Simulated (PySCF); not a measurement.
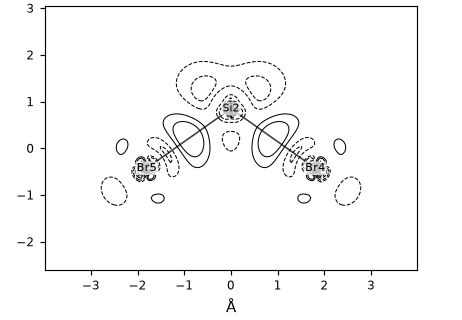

Br4Si, SMILES `Br[Si](Br)(Br)Br`. Deformation density (molecule less spherical, spin-averaged free atoms) in the plane of Si2, Br4 and Br5; contours at ±0.05 to ±0.8 e/Å³; solid lines: gain, dashed lines: loss.

Method: PBE/def2-TZVP; geometry: GFN2-xTB; program: PySCF. No frequency check shows the geometry to be a minimum. GFN2-xTB bond lengths at metals and heavier atoms can be off by up to 0.1 Å and shapes distorted, which carries into these values.

**Describe the bonding that the map shows.**

Si2–Br5 and Si2–Br4: +0.09 e/Å³ at the bond critical point (bond length 2.21 Å, Mayer order 1.2). In all, 1.0 electrons gather in the regions of gain relative to the promolecule. A small or negative value marks a very polar bond, one between electron-rich atoms, whose free-atom densities already overlap strongly, a long bond to a heavier atom, or a closed-shell contact such as a hydrogen bond.
